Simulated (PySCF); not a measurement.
CHF$_{3}$K, charge +1, SMILES `[K+].FC(F)F`.

Level of theory: HF/def2-SVPD (PySCF), at a geometry from GFN2-xTB. GFN2-xTB bond lengths at metals and heavier atoms can be off by up to 0.1 Å and shapes distorted, which carries into these values.

Geometry (Å), atoms numbered from 1:

```
K1       2.2158   -0.0013    0.0000
F2      -1.0999    1.1719   -0.3938
C3      -1.6042   -0.0036   -0.0000
F4      -1.1048   -0.9234   -0.8159
F5      -1.1032   -0.2413    1.2097
H6      -2.7047   -0.0165    0.0001
```

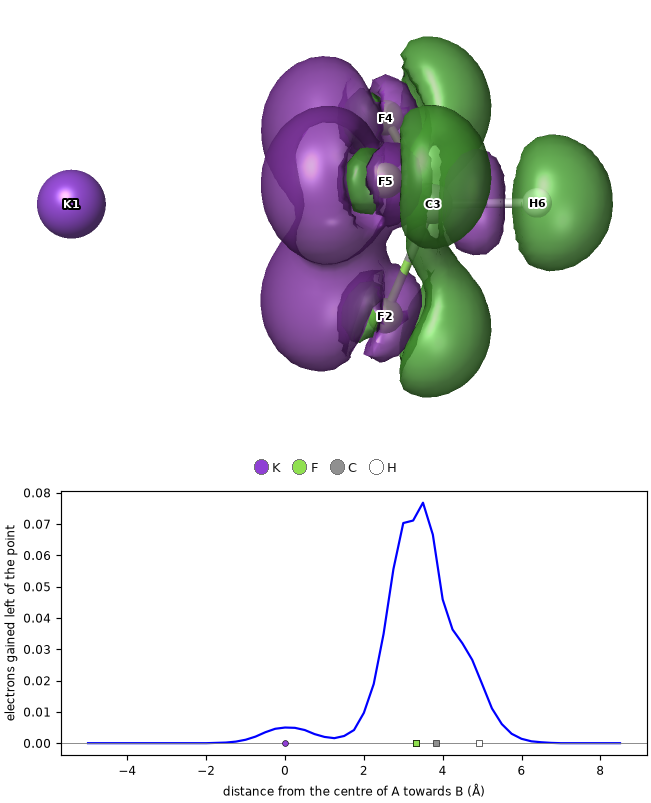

Density of the complex less the densities of the two fragments at the same geometry, ±0.005 e/Å³ (purple: gain, green: loss). Fragment A: K(+1) (atom 1); fragment B: HCF3. Below: the charge-displacement curve along the line of centres (A on the left).

> How is the density rearranged on binding?

Hirshfeld charges show 0.006 e passing from B to A. By Hirshfeld charges, electrons gather most on K1 (−0.006 e) and leave H6 most (+0.021 e); 0.11 e is displaced in all.

> What is the interaction energy, and which contacts carry it?

The counterpoise-corrected interaction energy of the frozen fragments is −7.1 kcal/mol without dispersion correction and −9.7 kcal/mol with D3(BJ). D3 uses neutral-atom coefficients and tends to overbind metal cations. The pair geometry is semi-empirical, not a minimum at this level. Contacts: K1···F2, 3.54 Å, ρ = 0.002 a.u.; K1···F5, 3.54 Å, ρ = 0.002 a.u.; K1···F4, 3.54 Å, ρ = 0.002 a.u. The pose is a local one from a semi-empirical search, not shown to be the most stable.
